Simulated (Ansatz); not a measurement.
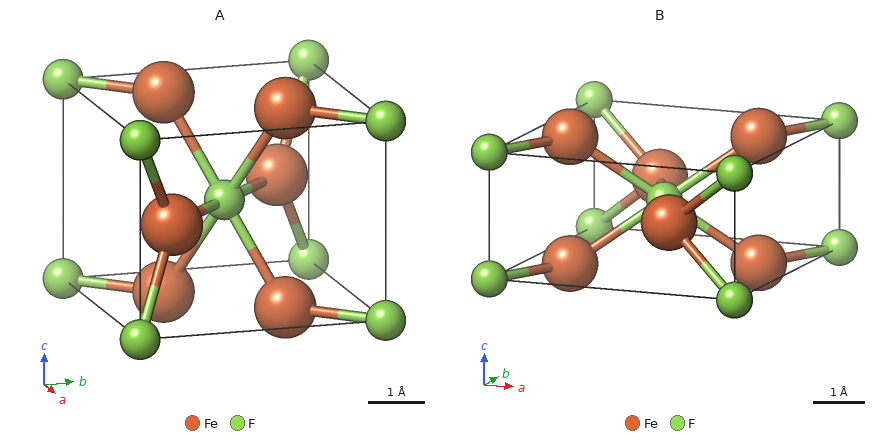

Two structures of Fe$_{2}$F, each relaxed to rest (conventional cells in solid outline, small ones repeated, not to one scale). Method: DFT PBE, scalar-relativistic, plane waves, PAW in Ansatz 0.2.0, with collinear spins.

Question: What structure does each panel show?

Answer: A: 6 atoms a cell on a primitive tetragonal lattice, P4_2/mnm. B: 6 atoms a cell on a primitive orthorhombic lattice, Pnnm.

Question: Which polymorph is favoured?

Answer: B is lower, by 295 meV/atom at this level of theory (energies at zero smearing). Volumes: A 13.2, B 12.3 Å³/atom.

One or both may be structure types tried for this composition rather than known phases.
